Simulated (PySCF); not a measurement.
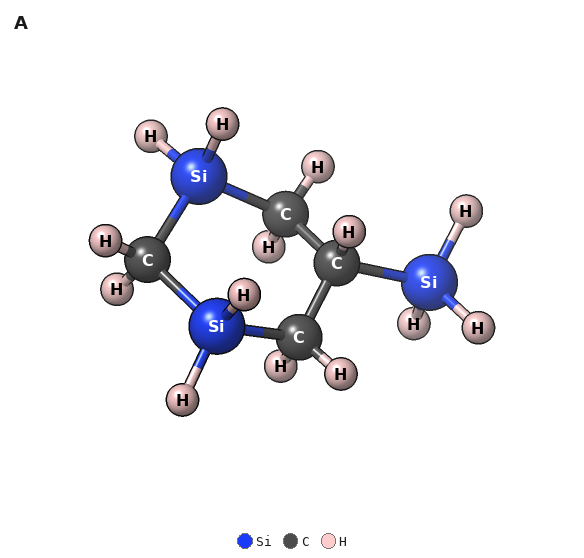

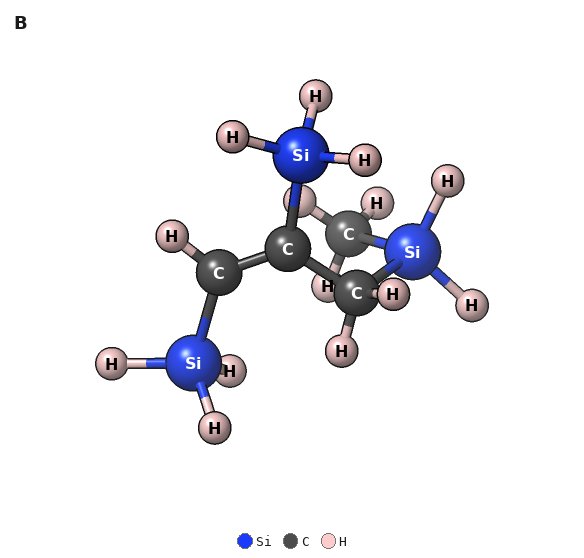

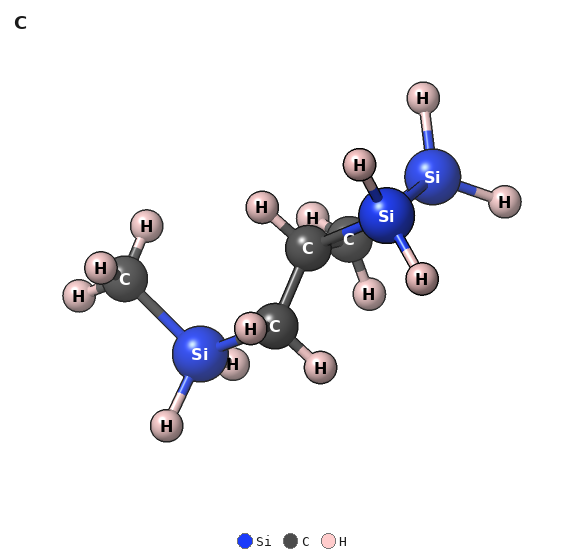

3 stationary structures of one formula. Geometries: GFN2-xTB. Electronic energies: PBE0/pcSseg-1 (PySCF 2.14.0), without zero-point energy. No frequency run is at hand to confirm each as a minimum. Each is one conformer, not always the lowest.

How are they related?

Answer. They are constitutional isomers of C4H14Si3: A `[SiH3]C1C[SiH2]C[SiH2]C1`, B `C[SiH2]C/C([SiH3])=C\[SiH3]`, C `C[SiH2]C[C@@H]1C[SiH2][SiH2]1`.

Which is lowest in energy, and by how much?

Answer. A is lowest; C lies 0.819 eV above it, B lies 1.212 eV above it.

The geometry is semi-empirical. Around Si such bond lengths and angles can be off by a tenth of an ångström or more and by several degrees, and values that hang on the shape move with them.
